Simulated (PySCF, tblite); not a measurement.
# C5H11PSi: geometry, infrared bands and NMR shifts

Aim: predict the infrared bands and NMR shifts of C5H11PSi (`C=C[Si@H](P)C1CC1`).

Computed with tblite 0.8.0 and PySCF 2.14.0, with density-fitted response routines of our own, on a single molecule in the gas phase. Atoms count from 0, in the outputs and in this text.

## (1) Starting geometry

18 atoms, charge 0, multiplicity 1; geometry from: force field or distance geometry start.

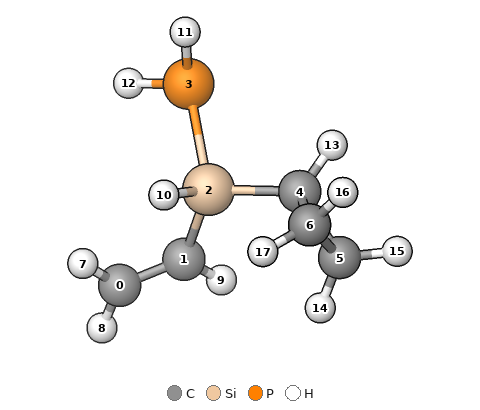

As it starts; carbon grey, silicon light orange, phosphorus orange, hydrogen white, atoms numbered; sticks join atoms by distance.

## (2) Geometry optimisation with GFN2-xTB

The job: settings as JSON, then the geometry in Å.

```
{"job": {"kind": "relax", "xc": "GFN2-xTB", "basis": "xTB"}, "charge": 0, "multiplicity": 1}
C     -2.327100    -1.577700     0.054300
C     -1.361300    -1.100000    -0.727700
Si    -0.493000     0.411600    -0.209700
P     -1.434100     2.260600    -1.019200
C      1.287000     0.468800    -0.649100
C      2.115200    -0.756300    -0.759200
C      2.203200     0.072000     0.488000
H     -2.596100    -1.041700     0.967600
H     -2.880700    -2.493700    -0.201900
H     -1.070000    -1.610400    -1.627800
H     -0.591900     0.515600     1.268600
H     -1.049900     3.415200    -0.265100
H     -2.869800     2.121400    -1.164300
H      1.611900     1.301000    -1.311400
H      1.694300    -1.770500    -0.736200
H      3.013900    -0.649800    -1.403400
H      3.032400     0.799200     0.625500
H      1.707300    -0.359000     1.394400
```

The run is started by

```console
$ OMP_NUM_THREADS=1 python probes_run.py task.json out
```

The driver reads the jobs from task.json and runs them one after another.

**Question.** This job is followed by: GFN2-xTB harmonic vibrations, gas phase; GIAO PBE0/pcSseg-1 NMR shielding, non-relativistic, gas phase. Predict these results of the whole session: strongest single infrared mode (GFN2-xTB); zero-point energy (GFN2-xTB); 13C shifts against TMS (PBE0/pcSseg-1); 1H shifts against TMS (PBE0/pcSseg-1, means over atoms taken as alike); 29Si shifts against TMS (PBE0/pcSseg-1); 31P shifts against H3PO4 (PBE0/pcSseg-1).

As calculated:

| quantity | value |
| --- | --- |
| strongest single infrared mode (GFN2-xTB) | 606 cm⁻¹, 323 km/mol |
| zero-point energy (GFN2-xTB) | 86.8 kcal/mol |
| 13C shifts against TMS (PBE0/pcSseg-1) | 145.0, 142.7, 6.9, 6.2, -2.9 ppm |
| 1H shifts against TMS (PBE0/pcSseg-1, means over atoms taken as alike) | 6.40, 6.34, 6.05, 4.84, 1.13, 0.83, 0.72, 0.39, 0.25, -0.37 ppm |
| 29Si shifts against TMS (PBE0/pcSseg-1) | -6.0 ppm |
| 31P shifts against H3PO4 (PBE0/pcSseg-1) | -297.2 ppm |

In words: Over 117 steps the energy fell by 1.094 eV; of the close pairs, C1–Si2 changed most, 1.819 to 1.888 Å. No mode is imaginary among the 48: a minimum at this level. The strongest single mode, at 606 cm⁻¹, moves mainly H10. Unscaled tight-binding wavenumbers are off by several per cent, some by more. Its intensities can rank the bands wrongly. The most deshielded carbon is C1 (alkene CH), at 145.0 ppm: an sp2 carbon of a C=C bond. The most deshielded hydrogen is H9 (hydrogen on an alkene CH), at 6.40 ppm: olefinic region.
